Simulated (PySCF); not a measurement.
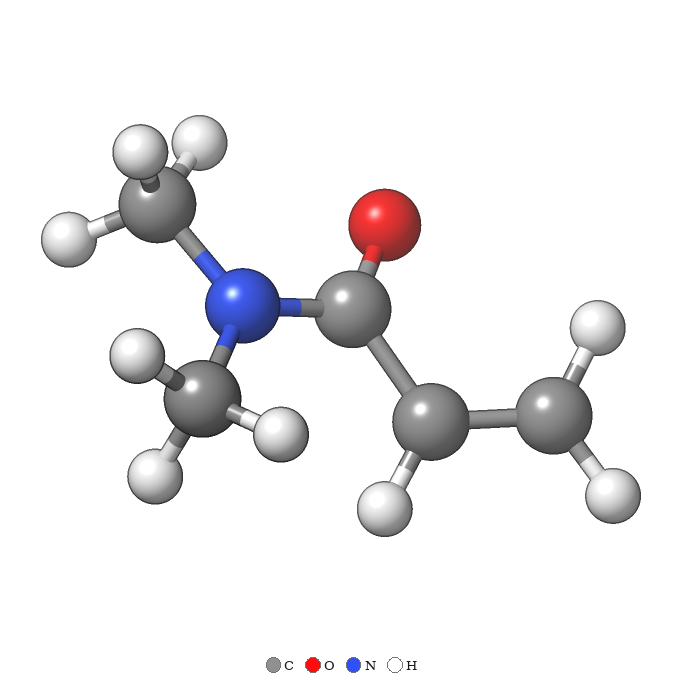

Computed geometry: GFN2-xTB optimisation. No frequency run is at hand to confirm it as a minimum.

> Count the atoms of each element.

C5H9NO, 16 atoms: 5 carbon, 9 hydrogen, 1 nitrogen and 1 oxygen.

> How many bonds of each kind are drawn?

9 C–H, 3 C–N, 2 C–C, 1 C–O.

> Does it have rings?

It has no ring.

The parts below concern this one geometry. Atoms keep their numbers from picture to picture.

**Symmetry**

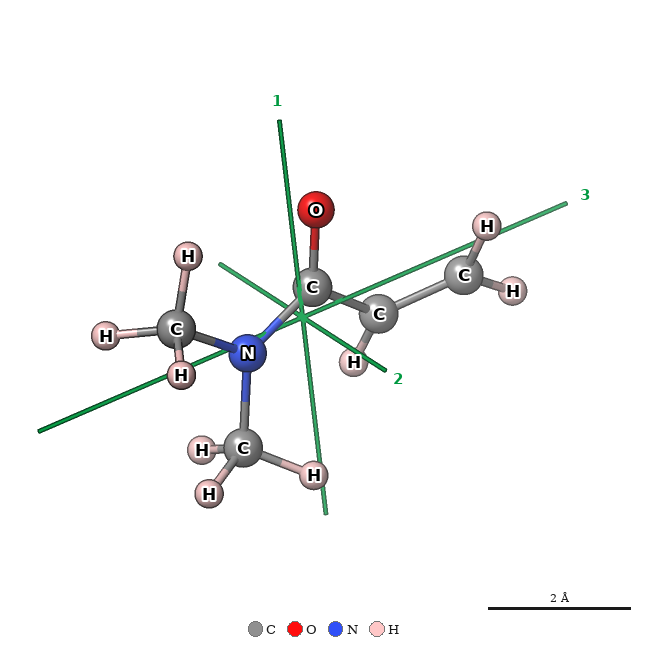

The three principal axes of inertia are drawn and numbered. Distant atoms are faded towards the background colour. No frequency run is at hand to confirm it as a minimum. Masses are those of the most abundant isotopes; constants are for the rigid equilibrium geometry.

> Which line is the a axis (least moment of inertia), which b and which c?

a is line 3, b is line 1, c is line 2; the moments are 107, 247, 344 u Å².

> Classify the rotor and give the rotational constants (MHz).

An asymmetric top (C1): A = 4712, B = 2043, C = 1471 MHz. Ray's parameter κ is −0.65, nearer the prolate limit.

**Electronic properties**

No frequency run is at hand to confirm it as a minimum. Properties computed with B3LYP/pcJ-1, gas phase (PySCF 2.14.0).

> What is the dipole moment?

3.77 D.

> Give the HOMO energy (Kohn–Sham orbital) at this level.

−6.64 eV.

> What is the HOMO–LUMO gap?

5.61 eV.

**Spin–spin coupling**

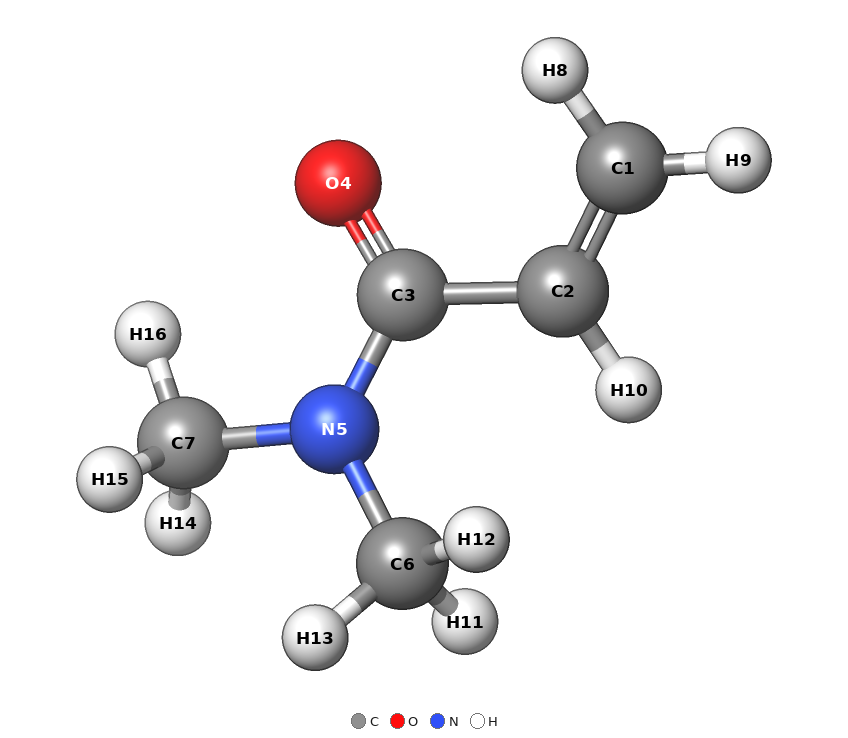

No frequency run is at hand to confirm it as a minimum. Level of theory: B3LYP/pcJ-1 indirect spin-spin coupling, non-relativistic, gas phase (PySCF 2.14.0). Isotopes: 13C, 1H, 15N, 17O.

Give the spin–spin coupling constants of these pairs, with the number of bonds between them: C3/N5, N5/C7, N5/C6, C2/N5, N5/H13, N5/H12, N5/H16, C1/N5, N5/H10.

```
   pair  bonds apart  J (Hz)
 C3, N5            1   −18.1
 N5, C7            1   −13.9
 N5, C6            1   −12.8
 C2, N5            2    −9.8
N5, H13            2     0.6
N5, H12            2     0.6
N5, H16            2     1.1
 C1, N5            3    −1.1
N5, H10            3     0.6
```

**Quadrupole coupling**

No frequency run is at hand to confirm it as a minimum. Electric field gradients from the ground-state density, B3LYP/pcJ-1 (PySCF 2.14.0), non-relativistic apart from any core potentials.

Give the largest field-gradient component, the quadrupole coupling constant and the asymmetry for 17O at O4 (Q = −25.6 mb), 14N at N5 (Q = 20.44 mb), 2H at H8 (Q = 2.86 mb), 2H at H9 (Q = 2.86 mb).

| atom | V_zz (a.u.) | e²qQ/h (MHz) | η |
| --- | --- | --- | --- |
| O4 | −1.568 | 9.43 | 0.12 |
| N5 | −1.056 | −5.07 | 0.10 |
| H8 | 0.317 | 0.213 | 0.04 |
| H9 | 0.324 | 0.218 | 0.03 |
